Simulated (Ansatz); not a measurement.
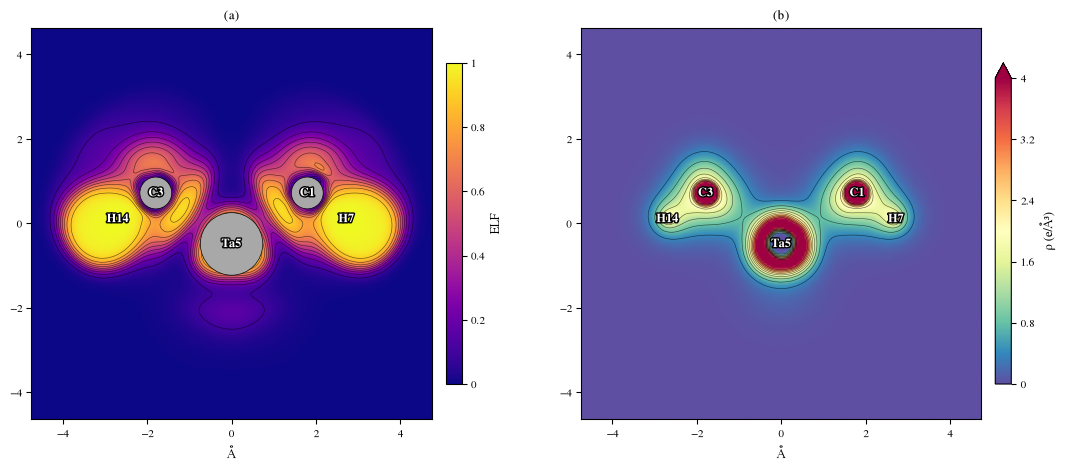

The picture shows: C3H10NTa (SMILES [CH3][Ta]([CH3])([CH3])=[NH]). (a) ELF; (b) electron density on the plane of atoms C1, Ta5 and C3. Grey discs cover the atomic cores in the ELF map.

Geometry: PBE0-D4/def2-SVP; core potentials replace the inner electrons of Ta.

The calculation used isolated molecule in a Gaussian basis; Kohn-Sham density functional theory, functional PBE0 (Ansatz 0.2.0).

Input file:

```
crystal:
  periodic: [false, false, false]
  atoms:
    - {symbol: C, position_ang: [-1.889297, 0.823619, 0.411882]}
    - {symbol: C, position_ang: [1.530975, 0.363734, 1.391496]}
    - {symbol: C, position_ang: [0.042981, -1.840989, -1.014964]}
    - {symbol: N, position_ang: [0.593086, 1.230094, -1.496110]}
    - {symbol: Ta, position_ang: [0.076652, 0.159445, -0.195299]}
    - {symbol: H, position_ang: [-2.268271, 0.180736, 1.230716]}
    - {symbol: H, position_ang: [-1.878534, 1.865702, 0.776704]}
    - {symbol: H, position_ang: [-2.616358, 0.779492, -0.417846]}
    - {symbol: H, position_ang: [2.543076, 0.069363, 1.062249]}
    - {symbol: H, position_ang: [1.250149, -0.283392, 2.245802]}
    - {symbol: H, position_ang: [1.600685, 1.401801, 1.760822]}
    - {symbol: H, position_ang: [-0.659511, -1.928069, -1.862439]}
    - {symbol: H, position_ang: [-0.273339, -2.562347, -0.235846]}
    - {symbol: H, position_ang: [1.035092, -2.154514, -1.384470]}
    - {symbol: H, position_ang: [0.890814, 1.844526, -2.243296]}
basis:
  gaussian: {orbitals: def2-SVPD}
hamiltonian: {xc: {name: PBE0}}
output: {forces: true, orbitals: {seedname: orbitals}}
```

Command:

```sh
ansatz run input.yaml --threads 2 --pin off --max-ram 6090MiB --events-out events.jsonl --progress --plain --runs-dir runs
```

Question: Describe what can be read from this map.

Answer:
- Atoms in the plane: C, Ta and H.
- C–Ta (2.16 Å): the density is about 0.8 e/Å³ at the midpoint; the ELF peaks at about 0.95 in the valence shell of C, 0.7 Å from its nucleus, and is about 0.50 at the midpoint.
- C–H (1.10 Å): the density is about 1.8 e/Å³ at the midpoint; the ELF climbs to about 1 towards the hydrogen, as it does in any bond to H; a covalent bond by its length.
